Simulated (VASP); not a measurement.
Band structure of Mn$_{3}$Sn (relaxed from the D019 structure, space group P6_3/mmc). Computed with PBEsol GGA, VASP's PBE PAW potentials (set 64) (plane waves; VASP).

Unless said otherwise, spin-orbit coupling is left out, though it shifts the bands of the heavy elements here.

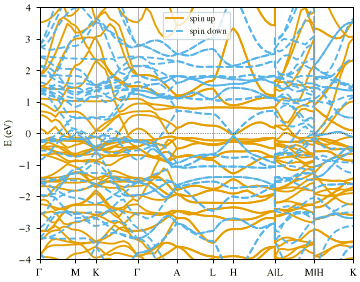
Bands along high-symmetry lines, zero at the valence-band maximum or, without a gap, the Fermi level

Problem. Read the plot: is there a gap, and where are the band edges?

Solution. It has no gap at this level: it comes out as a metal or semimetal. (Edges off the drawn lines would not show.)

The structure was generated: Mn3Sn was put into the D019 type (P6_3/mmc), which need not be its known phase. It was relaxed first, which changed the volume by -8 %.
